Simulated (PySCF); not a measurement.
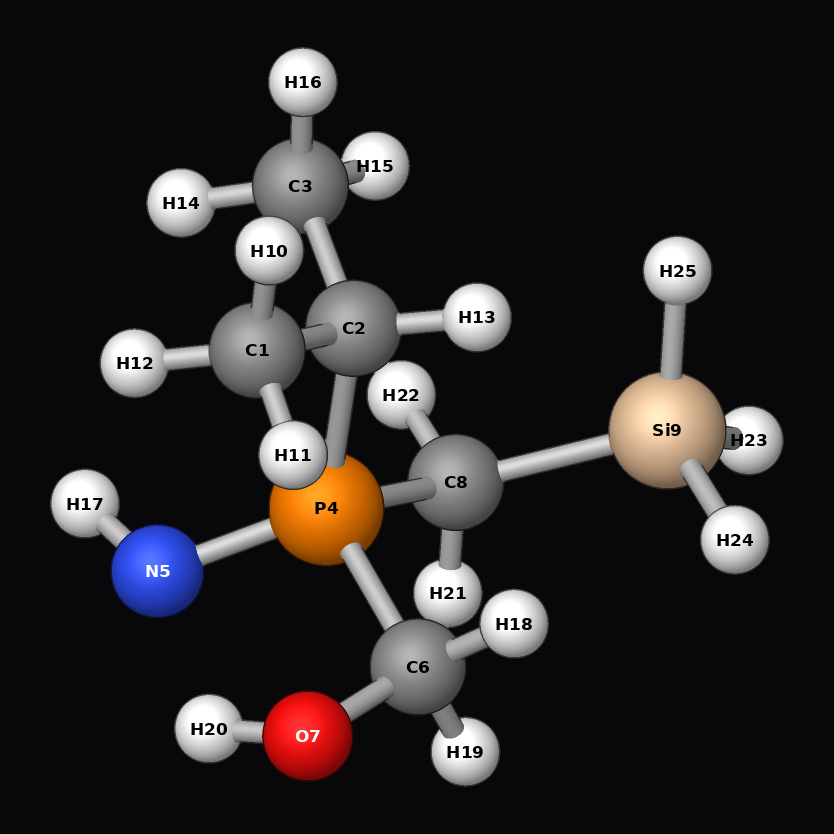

Computed geometry: GFN2-xTB optimisation. No frequency run is at hand to confirm it as a minimum. Properties computed with GIAO PBE0/pcSseg-1 NMR shielding, non-relativistic, gas phase (PySCF 2.14.0). Principal shieldings σ11 ≤ σ22 ≤ σ33, span Ω = σ33 − σ11, skew κ = 3(σiso − σ22)/Ω.

Give the shielding tensors of the N atoms.

| atom | σ11 | σ22 | σ33 | σiso | Ω | κ |
| --- | --- | --- | --- | --- | --- | --- |
| N5 | 180.7 | 256.7 | 283.2 | 240.2 | 102.5 | −0.48 |

Shieldings and span in ppm.

The geometry is semi-empirical. Around P, Si such bond lengths and angles can be off by a tenth of an ångström or more and by several degrees, and values that hang on the shape move with them.
